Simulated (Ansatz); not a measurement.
**C₃H₅FO: small, medium and large basis sets**

How large a basis does C₃H₅FO need? Two functionals are run in growing sets.

Computed with Ansatz 0.2.0, Gaussian basis. Level: one geometry, several basis sets.

Plan: PBE0-D4/def2-SVP; ωB97M-V/def2-SVP; PBE0-D4/def2-QZVPP; ωB97M-V/def2-QZVPP; the functionals' def2-TZVPP values are taken from earlier runs.

**1. The relaxed structure**

An earlier PBE0-D4 in a triple-zeta def2 set relaxation fixed the geometry.

SMILES `FC1CCO1`, 10 atoms, charge 0, spin multiplicity 1.

Atoms are counted from 1 here; the program's logs count them from 0.

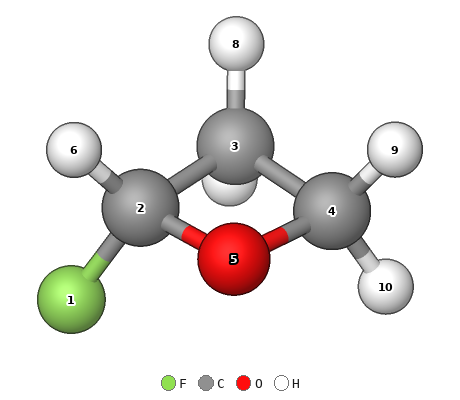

The structure; fluorine green, carbon grey, oxygen red, hydrogen white; atoms are numbered from 1 in the order of the file.

Coordinates:

```mol
C3H5FO
  3D, bonds by distance, orders not assigned

 10 10  0  0  0  0  0  0  0  0999 V2000
   -1.9967   -0.4358   -0.4135 F   0  0
   -0.9866    0.2082    0.2537 C   0  0
    0.2424    0.4593   -0.6099 C   0  0
    0.9066   -0.5653    0.3128 C   0  0
   -0.2986   -0.6676    1.0983 O   0  0
   -1.4535    1.0383    0.7922 H   0  0
    0.1128    0.1620   -1.6486 H   0  0
    0.6435    1.4697   -0.5546 H   0  0
    1.7400   -0.1977    0.9149 H   0  0
    1.1734   -1.5222   -0.1423 H   0  0
  1  2  8  0
  2  3  8  0
  3  4  8  0
  4  5  8  0
  2  6  8  0
  3  7  8  0
  3  8  8  0
  4  9  8  0
  4 10  8  0
  2  5  8  0
M  END
```

**2. PBE0-D4 in def2-SVP**

File in.yaml:

```yaml
crystal:
  periodic: [false, false, false]
  atoms:
    - {symbol: F, position_ang: [-1.996711, -0.435797, -0.413511]}
    - {symbol: C, position_ang: [-0.986617, 0.208215, 0.253697]}
    - {symbol: C, position_ang: [0.242404, 0.459259, -0.609931]}
    - {symbol: C, position_ang: [0.906637, -0.565269, 0.312823]}
    - {symbol: O, position_ang: [-0.298637, -0.667560, 1.098276]}
    - {symbol: H, position_ang: [-1.453480, 1.038283, 0.792181]}
    - {symbol: H, position_ang: [0.112814, 0.162012, -1.648619]}
    - {symbol: H, position_ang: [0.643455, 1.469705, -0.554567]}
    - {symbol: H, position_ang: [1.739952, -0.197708, 0.914871]}
    - {symbol: H, position_ang: [1.173382, -1.522239, -0.142321]}
basis:
  gaussian: {orbitals: def2-SVP}
hamiltonian: {xc: pbe0, dispersion: d4}
output: {orbitals: {seedname: orbitals}}
```

The run is started by

```bash
ansatz run in.yaml --threads 4 --pin off --events-out ev --progress --plain --max-ram 10444MiB
```

Further steps of the session: ωB97M-V in def2-SVP; PBE0-D4 in def2-QZVPP; ωB97M-V in def2-QZVPP.

Q: Predict the results of all the runs planned. Wanted: PBE0-D4: double and triple zeta above quadruple; ωB97M-V: double and triple zeta above quadruple.

As calculated:

```
                                       quantity          value
PBE0-D4: double and triple zeta above quadruple  9.70, 0.43 eV
ωB97M-V: double and triple zeta above quadruple  9.98, 0.41 eV
```

What this shows: PBE0-D4 gains 9.27 eV from double to triple zeta, then 0.43 eV more. These are total energies; as a rule much of such shifts cancels in differences, which this series doesn't test. The LUMO of ωB97M-V is positive and keeps falling with the basis (3.58 to 1.92 eV): an unbound level that the basis holds in place.
